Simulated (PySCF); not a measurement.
# Geometry relaxation, with input and output: B3SiNH6O4 (part 1 of 2)

B3SiNH6O4, computed with PBE0-D3(BJ)/def2-SVP geometry optimisation, gas phase (PySCF 2.14.0).

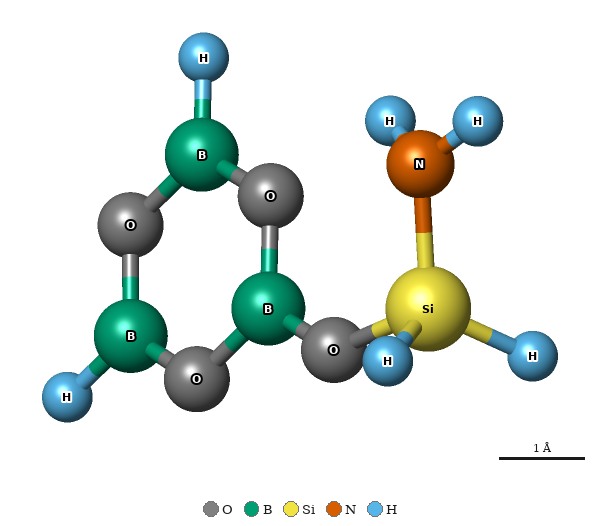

The starting structure (ball-and-stick view, seen at a tilt). Bond lengths as drawn: B–H 1.18 to 1.21 Å, B–O 1.33 to 1.38 Å, H–N 0.99 to 1.00 Å, H–Si 1.44 to 1.46 Å, N–Si 1.72 Å and O–Si 1.64 Å.

## Results in brief

| quantity | value |
| --- | --- |
| outcome | converged |
| total energy | −722.708323 hartree |
| dipole moment | 1.98 D |
| point group | C1 |
| hardware | 1 CPU thread, shared host |
| wall time | 5.6 min |
| peak memory | 0.87 GiB |

## Input file
```
{"job": {"xc": "PBE0", "basis": "def2-SVP", "d3": "d3bj", "grid": 2, "kind": "geom", "shake": 0.01}, "charge": 0, "multiplicity": 1}
O     -0.499617     0.792846     0.248370
B     -1.669965     1.442788     0.598233
O     -2.875016     0.788214     0.550107
B     -2.867759    -0.508179     0.149444
O     -1.769350    -1.160109    -0.212651
B     -0.555140    -0.506532    -0.162735
O      0.560213    -1.149027    -0.501884
Si     2.177116    -0.903377    -0.614430
N      2.583969     0.517859     0.270650
H     -1.625769     2.563546     0.952777
H     -3.934264    -1.075792     0.116674
H      2.406774    -0.891409    -2.051690
H      2.698169    -2.058915     0.067282
H      3.488982     0.918446     0.217065
H      1.870733     1.204271     0.387458
```

The first line tells a small driver script what to run in PySCF; the rest is the geometry in Å.

Launched with:
```bash
OMP_NUM_THREADS=1 python <driver script> task.json out
```

## Output
```
step   0  E = -722.69435227  max force = 0.042850
step   1  E = -722.70295071  max force = 0.008433
step   2  E = -722.70355705  max force = 0.002701
step   3  E = -722.70378363  max force = 0.002005
step   4  E = -722.70416874  max force = 0.003686
step   5  E = -722.70485987  max force = 0.008714
step   6  E = -722.70552013  max force = 0.006462
step   7  E = -722.70650305  max force = 0.002464
step   8  E = -722.70668134  max force = 0.002591
step   9  E = -722.70693836  max force = 0.002421
step  10  E = -722.70715532  max force = 0.002772
step  11  E = -722.70735043  max force = 0.003474
step  12  E = -722.70760620  max force = 0.002501
step  13  E = -722.70790101  max force = 0.002165
step  14  E = -722.70789197  max force = 0.002500
step  15  E = -722.70816186  max force = 0.002292
step  16  E = -722.70824734  max force = 0.002095
step  17  E = -722.70829705  max force = 0.000745
step  18  E = -722.70831577  max force = 0.000534
step  19  E = -722.70832115  max force = 0.000454
step  20  E = -722.70832262  max force = 0.000285
optimisation converged
```

## Trajectory as extended XYZ (Å, eV, eV/Å), 21 frames, from step=0 to step=20
```
15
Properties=species:S:1:pos:R:3:forces:R:3 step=0 energy=-19665.51499
O    -0.4996    0.7929    0.2484   -0.8060   1.0075   0.3462
B    -1.6700    1.4428    0.5982    0.2373  -0.4783  -0.1106
O    -2.8750    0.7882    0.5501    0.8385   0.7572   0.1297
B    -2.8678   -0.5082    0.1494   -2.2034  -0.5707   0.0542
O    -1.7693   -1.1601   -0.2127    1.2685  -0.3034  -0.2657
B    -0.5551   -0.5065   -0.1627    0.3064  -0.7563  -0.1911
O     0.5602   -1.1490   -0.5019   -1.2062  -0.2435  -0.0277
Si    2.1771   -0.9034   -0.6144    0.2121   0.7490   0.5670
N     2.5840    0.5179    0.2707   -0.3521  -1.0412  -0.2098
H    -1.6258    2.5636    0.9528    0.0489   0.6677   0.1808
H    -3.9343   -1.0758    0.1167    0.0635  -0.0410  -0.0017
H     2.4068   -0.8914   -2.0517    0.4289  -0.0145  -0.7024
H     2.6982   -2.0589    0.0673    0.7868  -0.8478   0.1702
H     3.4890    0.9184    0.2171    0.9901   0.4563   0.0079
H     1.8707    1.2043    0.3875   -0.6132   0.6589   0.0532
15
Properties=species:S:1:pos:R:3:forces:R:3 step=1 energy=-19665.74897
O    -0.5775    0.8516    0.3501    0.3064  -0.3326  -0.1354
B    -1.7154    1.5033    0.7096   -0.2221   0.1937   0.0718
O    -2.9177    0.8471    0.6722   -0.0923  -0.0956  -0.0218
B    -2.9898   -0.4701    0.2781    0.4336   0.1798   0.0352
O    -1.8381   -1.1208   -0.0702   -0.2423  -0.0487   0.0223
B    -0.6167   -0.4895   -0.0383   -0.0969   0.2601   0.0648
O     0.4867   -1.1549   -0.3832    0.3114  -0.0765  -0.0261
Si    2.1482   -0.9147   -0.5039   -0.0904   0.0870  -0.2170
N     2.5132    0.5310    0.3452    0.0036   0.0388   0.0837
H    -1.6685    2.6578    1.0583   -0.0025  -0.0734  -0.0240
H    -4.0425   -1.0350    0.2491   -0.1487  -0.0738  -0.0174
H     2.4753   -0.9068   -1.9660   -0.1356   0.0313   0.0055
H     2.8450   -2.1016    0.0600   -0.0303   0.0140   0.1510
H     3.4481    0.9227    0.3602   -0.0268  -0.0491   0.0386
H     1.7992    1.2534    0.3895    0.0328  -0.0550  -0.0314
15
Properties=species:S:1:pos:R:3:forces:R:3 step=2 energy=-19665.76547
O    -0.5622    0.8414    0.3029    0.0213  -0.0757  -0.0214
B    -1.6966    1.5098    0.6662   -0.0627   0.0312   0.0162
O    -2.8996    0.8534    0.6689    0.0578  -0.0193  -0.0004
B    -2.9684   -0.4719    0.3115   -0.0226  -0.0381  -0.0434
O    -1.8344   -1.1405   -0.0481   -0.0620   0.0448   0.0493
B    -0.6139   -0.5042   -0.0534    0.0400   0.1389   0.0028
O     0.4906   -1.1660   -0.4054    0.0362  -0.1192  -0.0098
Si    2.1423   -0.8974   -0.5246    0.0104  -0.0076  -0.0631
N     2.4909    0.5142    0.3859   -0.0033  -0.0098   0.0261
H    -1.6414    2.6701    0.9824    0.0094  -0.0128  -0.0096
H    -4.0297   -1.0365    0.3097   -0.0049  -0.0029   0.0111
H     2.4427   -0.8448   -1.9896   -0.0553   0.0334   0.0051
H     2.8409   -2.0887    0.0322    0.0161   0.0198   0.0309
H     3.4218    0.9107    0.4325   -0.0031  -0.0227   0.0405
H     1.7667    1.2238    0.4397    0.0227   0.0400  -0.0343
15
Properties=species:S:1:pos:R:3:forces:R:3 step=3 energy=-19665.77163
O    -0.5610    0.8435    0.2580   -0.0481   0.0417   0.0260
B    -1.6952    1.5166    0.6220   -0.0058  -0.0455  -0.0137
O    -2.8931    0.8532    0.6627    0.0284   0.0510   0.0032
B    -2.9639   -0.4801    0.3399   -0.0466  -0.0651   0.0063
O    -1.8319   -1.1493   -0.0189    0.0280  -0.0049  -0.0028
B    -0.6131   -0.5077   -0.0639    0.0318   0.0367  -0.0241
O     0.4901   -1.1714   -0.4220   -0.0946  -0.1031   0.0301
Si    2.1369   -0.8834   -0.5423    0.0306  -0.0030   0.0260
N     2.4872    0.4932    0.4215   -0.0369  -0.0019   0.0105
H    -1.6400    2.6842    0.9037    0.0059   0.0188   0.0034
H    -4.0232   -1.0518    0.3771    0.0407   0.0260  -0.0055
H     2.4132   -0.7785   -2.0077   -0.0102   0.0221  -0.0044
H     2.8445   -2.0816   -0.0107    0.0355   0.0194  -0.0366
H     3.4228    0.8720    0.5001    0.0267  -0.0273   0.0437
H     1.7762    1.2145    0.4911    0.0145   0.0351  -0.0621
15
Properties=species:S:1:pos:R:3:forces:R:3 step=4 energy=-19665.78211
O    -0.5624    0.8449    0.1873   -0.1039   0.1721   0.0532
B    -1.6957    1.5272    0.5478    0.0959  -0.1140  -0.0384
O    -2.8832    0.8553    0.6524   -0.0074   0.0956   0.0129
B    -2.9502   -0.4922    0.3955   -0.1091  -0.0595   0.0183
O    -1.8239   -1.1657    0.0365    0.1269  -0.0417  -0.0469
B    -0.6121   -0.5155   -0.0766    0.0250  -0.1033  -0.0369
O     0.4858   -1.1863   -0.4450   -0.1895  -0.0536   0.0902
Si    2.1242   -0.8579   -0.5692    0.1045  -0.0225   0.1095
N     2.4781    0.4525    0.4837   -0.1489  -0.0058  -0.0265
H    -1.6415    2.7067    0.7684   -0.0018   0.0431   0.0124
H    -4.0037   -1.0696    0.4893    0.0551   0.0307  -0.0048
H     2.3593   -0.6508   -2.0289    0.0301  -0.0017  -0.0252
H     2.8631   -2.0629   -0.0984    0.0454   0.0106  -0.1138
H     3.4209    0.7900    0.6314    0.0283  -0.0356   0.0381
H     1.7909    1.1978    0.5365    0.0494   0.0856  -0.0420
15
Properties=species:S:1:pos:R:3:forces:R:3 step=5 energy=-19665.80092
O    -0.5784    0.8336   -0.0262   -0.2415   0.4481   0.0875
B    -1.7125    1.5377    0.3150    0.3736  -0.2128  -0.0866
O    -2.8585    0.8593    0.6092   -0.1137   0.1033   0.0124
B    -2.8969   -0.5140    0.5565   -0.2448   0.0014   0.0964
O    -1.7833   -1.2019    0.2071    0.2951  -0.1056  -0.1490
B    -0.6081   -0.5426   -0.1068    0.0233  -0.4389  -0.0577
O     0.4727   -1.2369   -0.4973   -0.3381  -0.0306   0.2309
Si    2.0749   -0.7627   -0.6390    0.1160   0.0278   0.3091
N     2.4405    0.3254    0.6446   -0.1910   0.1863  -0.1438
H    -1.6759    2.7359    0.3482   -0.0278   0.0881   0.0225
H    -3.9203   -1.0930    0.8230    0.0658   0.0341  -0.0166
H     2.1567   -0.2558   -2.0370    0.1687   0.0101  -0.0452
H     2.9350   -1.9515   -0.3864    0.0185   0.0108  -0.2365
H     3.3884    0.4485    0.9762    0.0749  -0.1122   0.0337
H     1.9152    1.1914    0.7237    0.0210  -0.0097  -0.0571
15
Properties=species:S:1:pos:R:3:forces:R:3 step=6 energy=-19665.81889
O    -0.5710    0.8223   -0.0021   -0.1809   0.3277   0.0460
B    -1.6995    1.5302    0.3373    0.2743  -0.1398  -0.0632
O    -2.8568    0.8599    0.6097   -0.1053   0.0498   0.0069
B    -2.9089   -0.5132    0.5394   -0.1343   0.0458   0.0831
O    -1.7952   -1.2073    0.1939    0.2187  -0.0757  -0.1291
B    -0.6112   -0.5554   -0.0983   -0.0097  -0.3323  -0.0120
O     0.4698   -1.2531   -0.4779   -0.2157  -0.0198   0.1562
Si    2.0711   -0.7675   -0.6282    0.1086   0.0220   0.2214
N     2.4333    0.3508    0.6274   -0.1297   0.1340  -0.1197
H    -1.6537    2.7290    0.3895   -0.0244   0.0550   0.0202
H    -3.9390   -1.0853    0.7900    0.0477   0.0198  -0.0190
H     2.1706   -0.2763   -2.0318    0.0886  -0.0064  -0.0347
H     2.9394   -1.9490   -0.3748    0.0104  -0.0007  -0.1708
H     3.3785    0.4608    0.9736    0.0229  -0.0853   0.0287
H     1.9222    1.2274    0.6631    0.0289   0.0059  -0.0141
15
Properties=species:S:1:pos:R:3:forces:R:3 step=7 energy=-19665.84563
O    -0.5752    0.7859   -0.0349    0.0018   0.0180  -0.0085
B    -1.6939    1.5086    0.2766    0.0905   0.0330  -0.0180
O    -2.8580    0.8573    0.5755   -0.0526  -0.0957   0.0226
B    -2.9119   -0.5194    0.5671   -0.0036   0.1121  -0.0202
O    -1.7995   -1.2364    0.2475    0.0458   0.0127  -0.0123
B    -0.6144   -0.6019   -0.0657   -0.1134  -0.0793  -0.0453
O     0.4648   -1.3147   -0.4150    0.0733   0.0430   0.0780
Si    2.0332   -0.7208   -0.6243    0.0211   0.0446   0.0016
N     2.4342    0.3675    0.6404    0.1267   0.0494  -0.0515
H    -1.6469    2.7119    0.2850   -0.0151  -0.0188   0.0090
H    -3.9428   -1.0746    0.8361   -0.0132  -0.0252   0.0131
H     2.0604   -0.1417   -1.9988   -0.0253   0.0029   0.0123
H     2.9736   -1.8646   -0.5126   -0.0331  -0.0476  -0.0140
H     3.3419    0.2973    1.0863   -0.0635  -0.0172   0.0306
H     2.0840    1.3190    0.6474   -0.0394  -0.0318   0.0026
15
Properties=species:S:1:pos:R:3:forces:R:3 step=8 energy=-19665.85048
O    -0.5812    0.7840   -0.0435    0.0236  -0.0425  -0.0276
B    -1.6985    1.5053    0.2671    0.0042   0.0494   0.0111
O    -2.8637    0.8538    0.5699   -0.0134  -0.0754  -0.0026
B    -2.9159   -0.5220    0.5652    0.0227   0.0677   0.0158
O    -1.8009   -1.2400    0.2515   -0.0237   0.0227  -0.0181
B    -0.6178   -0.6059   -0.0622   -0.0434  -0.0232  -0.0068
O     0.4692   -1.3170   -0.3890    0.0792   0.0575   0.0387
Si    2.0322   -0.7115   -0.6192   -0.0321  -0.0090  -0.0343
N     2.4530    0.3778    0.6366    0.1332  -0.0105  -0.0762
H    -1.6558    2.7087    0.2764   -0.0055  -0.0178   0.0003
H    -3.9438   -1.0799    0.8413   -0.0144  -0.0160  -0.0033
H     2.0373   -0.1261   -1.9911   -0.0285   0.0216   0.0217
H     2.9639   -1.8653   -0.5384   -0.0130  -0.0179   0.0246
H     3.3422    0.2736    1.1108   -0.0531   0.0067   0.0401
H     2.1292    1.3378    0.6353   -0.0359  -0.0134   0.0167
15
Properties=species:S:1:pos:R:3:forces:R:3 step=9 energy=-19665.85748
O    -0.6006    0.7786   -0.0798    0.0384  -0.0766  -0.0010
B    -1.7198    1.4975    0.2207   -0.1052   0.0293   0.0162
O    -2.8800    0.8432    0.5487    0.0422   0.0047  -0.0003
B    -2.9204   -0.5301    0.5818    0.0342  -0.0230  -0.0103
O    -1.7990   -1.2475    0.2827   -0.0690   0.0056   0.0116
B    -0.6222   -0.6131   -0.0460    0.0246   0.0488  -0.0127
O     0.4808   -1.3170   -0.3321    0.0566   0.0536   0.0022
Si    2.0249   -0.6793   -0.6167   -0.0766  -0.0939  -0.0422
N     2.5127    0.3762    0.6398    0.1094  -0.0274  -0.1245
H    -1.6936    2.7007    0.1996    0.0115  -0.0063  -0.0030
H    -3.9417   -1.0940    0.8745    0.0027   0.0069  -0.0040
H     1.9557   -0.0356   -1.9591   -0.0084   0.0417   0.0336
H     2.9466   -1.8439   -0.6280    0.0038   0.0021   0.0391
H     3.3461    0.1813    1.1797   -0.0329   0.0241   0.0494
H     2.2600    1.3561    0.6450   -0.0315   0.0105   0.0458
15
Properties=species:S:1:pos:R:3:forces:R:3 step=10 energy=-19665.86338
O    -0.6197    0.7832   -0.0857    0.0327  -0.0784   0.0059
B    -1.7431    1.4965    0.2094   -0.1365  -0.0236   0.0352
O    -2.8997    0.8338    0.5413    0.0801   0.0881  -0.0158
B    -2.9293   -0.5370    0.5777    0.0135  -0.1263  -0.0115
O    -1.8019   -1.2500    0.2864   -0.0893  -0.0010   0.0296
B    -0.6272   -0.6096   -0.0317    0.0957   0.1425  -0.0008
O     0.4922   -1.3012   -0.2795    0.0096   0.0138  -0.0458
Si    2.0307   -0.6720   -0.6131   -0.1201  -0.0979  -0.0122
N     2.5775    0.3854    0.6129    0.1189  -0.0250  -0.1128
H    -1.7288    2.6992    0.1863    0.0215   0.0054  -0.0154
H    -3.9468   -1.1107    0.8660    0.0006   0.0184  -0.0034
H     1.9246   -0.0027   -1.9387   -0.0094   0.0248   0.0087
H     2.9187   -1.8619   -0.6627    0.0347   0.0437   0.0429
H     3.3535    0.1497    1.2161   -0.0160   0.0009   0.0632
H     2.3487    1.3706    0.6259   -0.0359   0.0145   0.0322
```
